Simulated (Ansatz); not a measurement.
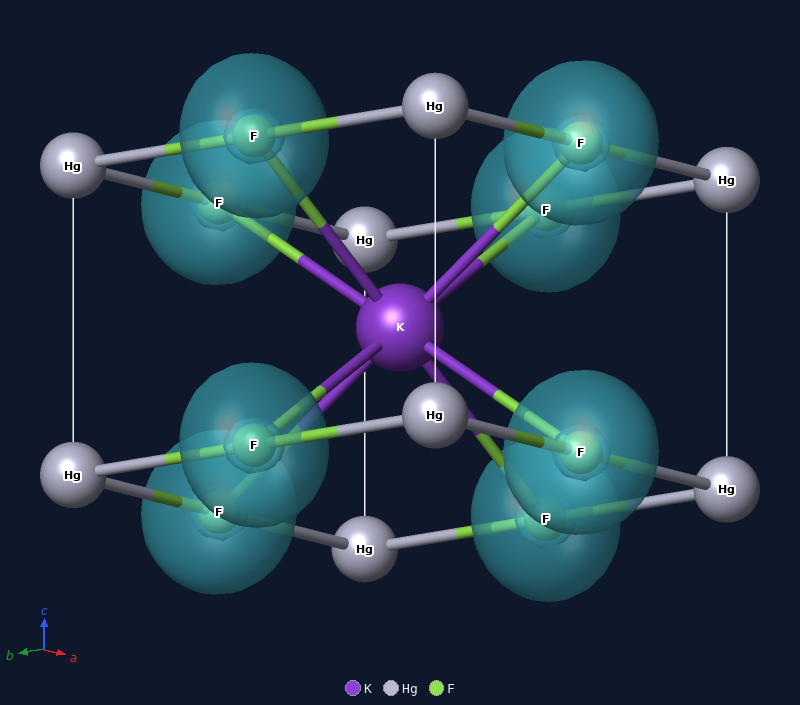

*KHgF2. Isosurface of the ELF at 0.7 (cyan), seen at an oblique angle. Core shells and regions of very low density are left out. Sticks mark near contacts.*

Space group P4/mmm; a structure generated by program, which may or may not match a known phase; computed without spin polarisation.

The calculation used DFT PBE, scalar-relativistic, plane waves, PAW (Ansatz 0.2.0).

```
CELL_PARAMETERS angstrom
4.88364 0.00000 0.00000
0.00000 4.88364 0.00000
0.00000 0.00000 3.32144
ATOMIC_POSITIONS crystal
K 0.50000 0.50000 0.50000
Hg 0.00000 0.00000 0.00000
F 0.50000 0.00000 0.00000
F 0.00000 0.50000 0.00000
```

What do the ELF domains correspond to?

At this value the surface marks out two regions wrapped around F (the valence shell of each), counted in one cell of 4 atoms. Regions shared between cells count once.

Values along the shortest contacts:
Hg–F (2.44 Å): the ELF is about 0.15 at the midpoint (no localised pair shows between them). K–F (2.95 Å): the ELF is about 0 at the midpoint: no localised pair shows between them.
